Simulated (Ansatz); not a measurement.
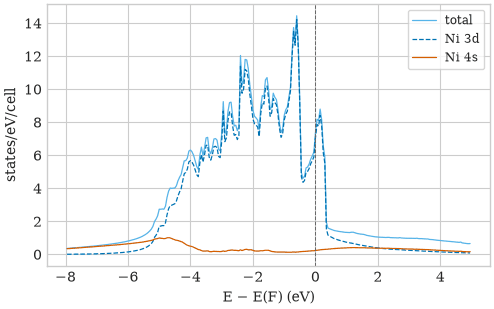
Fig. 1. Total and projected density of states of Ni (dhcp (α-La type), space group No. 194), the program Ansatz at the PBEsol level (PAW)

**Question.** Which orbitals carry the states next to the Fermi level?

**Answer.** Within 0.5 eV of the Fermi level: Ni 3d 94 %. Projections are on Löwdin-orthogonalised atomic valence shells; empty p or d shells of many metals are not among them.

**Question.** Where is the tallest occupied peak in this window, and what makes it?

**Answer.** Near -0.6 eV, about 14 states/eV per cell; the largest projected share is Ni 3d.

Space group P6_3/mmc (dhcp (α-La type)). The start of the workflow was typed in or built on a structure type; the Crystallography Open Database files this formula in space group No. 194, but the cells were not matched. It is not the phase usual at ambient conditions (space group No. 225). Symmetry was held in the PBEsol relaxation; its stability against distortions is not shown here. Spin order of the final state: ferromagnetic, chosen from 5 collinear starts compared on coarse meshes (ties went to the first, and starts can fall back to one state), not a proven ground state.

Potentials: the later of the program's two PAW sets.
